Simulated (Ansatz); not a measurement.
```xyz
7

Hf   -0.5172   -0.0010   -0.0895
F    -0.0396   -0.0064    2.1761
F     1.3835    0.0048    0.0547
Cl   -0.8786    1.8942   -1.4071
Cl   -0.8755   -1.8975   -1.4063
Br   -2.7524    0.0053    1.3292
H    -0.9614    0.0007    2.4842
```

Core potentials replace the inner electrons of Hf.

All numbers below come from RKS B3LYP-D4/def2-SVP in Ansatz.

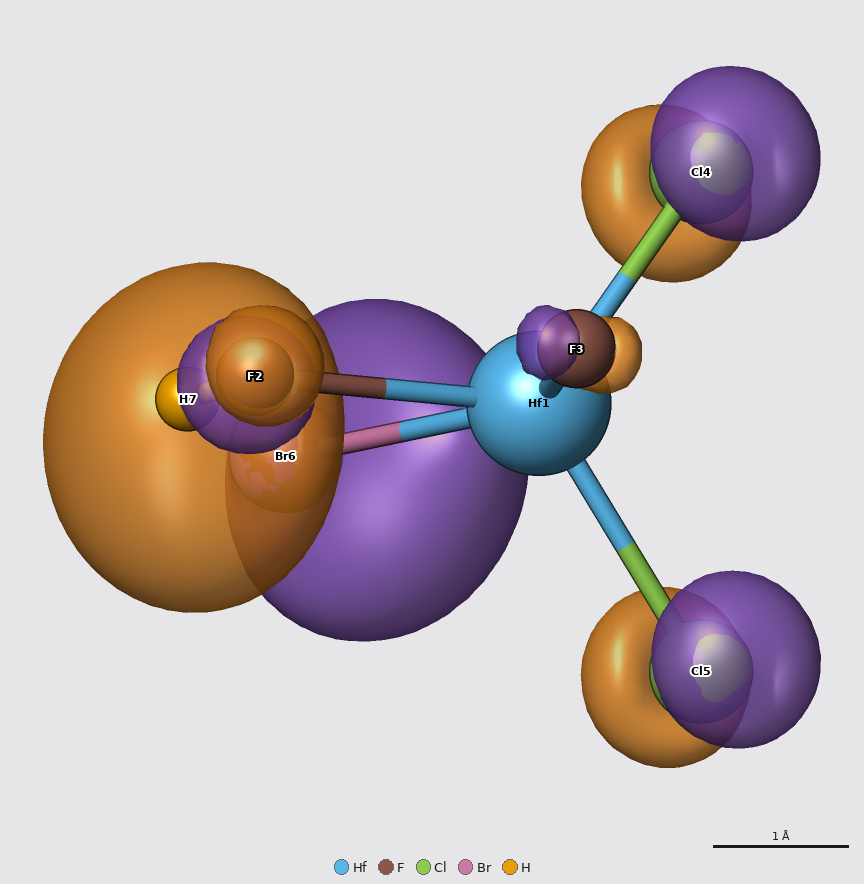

BrCl$_{2}$F$_{2}$HHf. The HOMO−1 at ±0.1 Å⁻³ᐟ² (orange and purple are the two phases), seen from one side.

> Where does this orbital lie, and at what energy?

It lies mainly on Br6 (about 75 %), Cl4 (about 5 %) and Cl5 (about 5 %); largely a lone pair of Br6. Its energy is −8.96 eV.
